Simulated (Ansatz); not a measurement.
Cl$_{3}$HOZr···HF

Input file:

```
crystal:
  periodic: [false, false, false]
  atoms:
    - { symbol: Zr, position_ang: [0.0, 0.0, 0.0] }
    - { symbol: O, position_ang: [0.0, 0.0, 2.42] }
    - { symbol: H, position_ang: [-0.9095, -0.2814, 2.7571] }
    - { symbol: Cl, position_ang: [2.3764, 0.0, -0.8392] }
    - { symbol: Cl, position_ang: [-1.1869, 2.0563, -0.8392] }
    - { symbol: Cl, position_ang: [-1.1869, -2.0563, -0.8392] }
    - { symbol: F, position_ang: [1.19, -1.8071, 0.7189] }
    - { symbol: H, position_ang: [0.77, -1.1692, 1.8915] }
basis:
  gaussian: { orbitals: def2-SVP }
hamiltonian:
  xc: b3lyp
relax:
  f_tol: 0.15
  max_steps: 25
  restrain:
    - { distance: [0, 6], at: 3.18, k: 30.0 }
    - { distance: [7, 1], at: 2.21, k: 30.0 }
    - { distance: [0, 1], at: 2.07, k: 30.0 }
    - { distance: [7, 6], at: 0.92, k: 30.0 }
output:
  orbitals: {}
```

Command:

```sh
ansatz run input.yaml --threads 4 --pin off --max-ram 5120MiB --backend cpu --events-out ev --progress --plain --runs-dir out
```

The fields are those of the run's last geometry, not of the input's.

Core potentials replace the inner electrons of Zr; not at a stationary point (largest force 1.7 eV/Å).

Method: Ansatz 0.2.0, RKS B3LYP/def2-SVP.

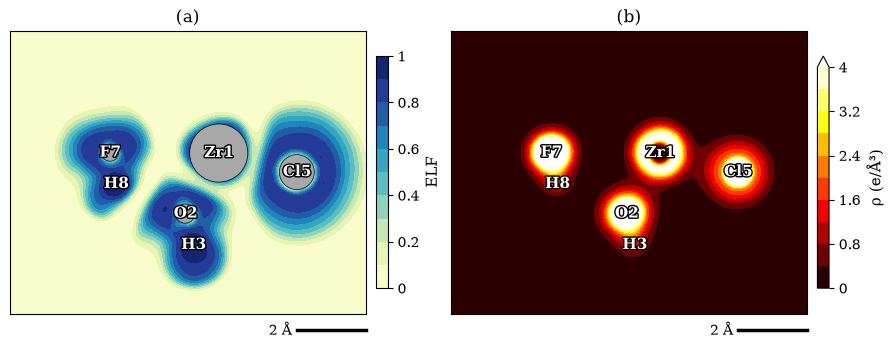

Figure 1. (a) ELF; (b) electron density on the plane of atoms O2, Zr1 and Cl5. Grey discs cover the atomic cores in the ELF map.

Question: Describe what can be read from this map.

Answer: The section cuts through Zr, O, H, Cl and F sites.
Zr1···F7 (3.17 Å): the density falls to about 0.04 e/Å³ on the way; the ELF dips to about 0 between them.
Zr–O (2.02 Å): ρ is about 0.76 e/Å³ halfway; the ELF peaks at about 0.85 in the valence shell of O, 0.6 Å from its nucleus, and drops to about 0.25 between the two atoms.
Zr–Cl (2.34 Å): ρ is about 0.59 e/Å³ halfway; the ELF peaks at about 0.85 in the valence shell of Cl, 0.8 Å from its nucleus, and is about 0.35 at the midpoint.
F–H (0.93 Å): ρ is about 4.6 e/Å³ halfway; the ELF climbs to about 1 towards the hydrogen, as it does in any bond to H: a covalent bond by its length.
O–H (0.96 Å): ρ at the midpoint is about 3.6 e/Å³; the ELF climbs to about 1 towards the hydrogen: an ordinary covalent bond to hydrogen.
The ELF also peaks beside F7, away from the bonds: lone-pair regions.

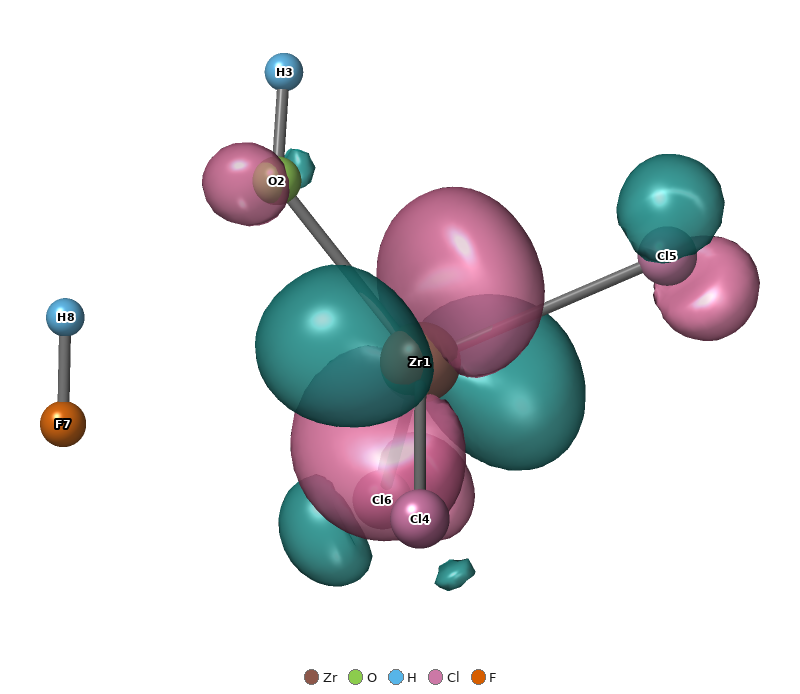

Figure 2. One frontier orbital at ±0.15 Å⁻³ᐟ² (teal and pink are the two phases), seen across its widest extent.

Question: Which orbital is it: HOMO or LUMO?

Answer: The LUMO, at −2.47 eV. Its weight (Hirshfeld) is mainly on Zr1 (about 70 %), Cl5 (about 10 %) and Cl6 (about 10 %).

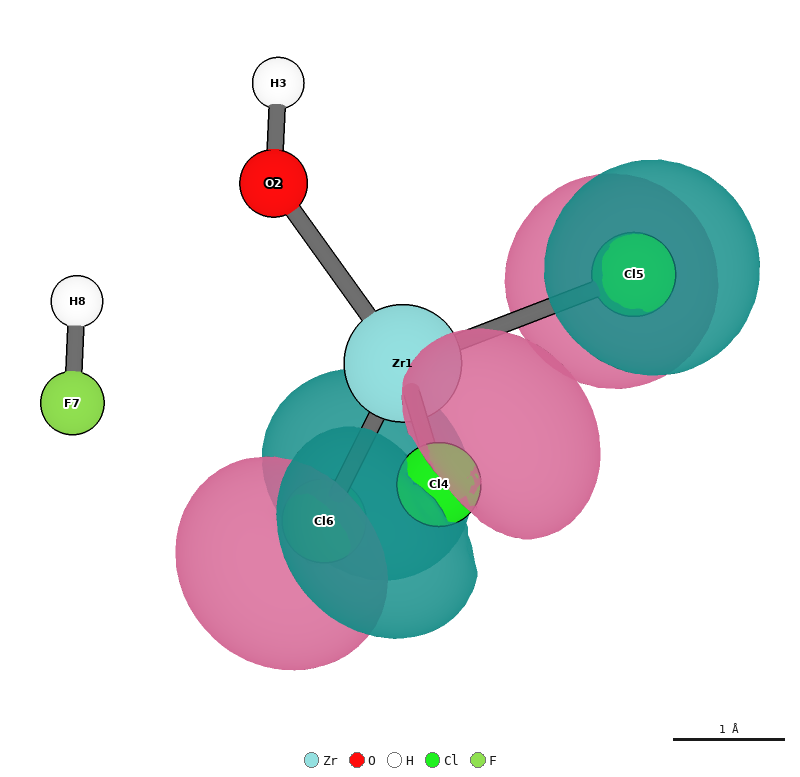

Figure 3. The HOMO at ±0.1 Å⁻³ᐟ² (teal and pink are the two phases), seen at an oblique angle.

Question: Describe this orbital and give its energy.

Answer: By Hirshfeld shares it lies mainly on Cl4 (about 35 %), Cl6 (about 30 %) and Cl5 (about 25 %); largely a combination of lone pairs on Cl4, Cl6 and Cl5. Its energy is −8.94 eV.
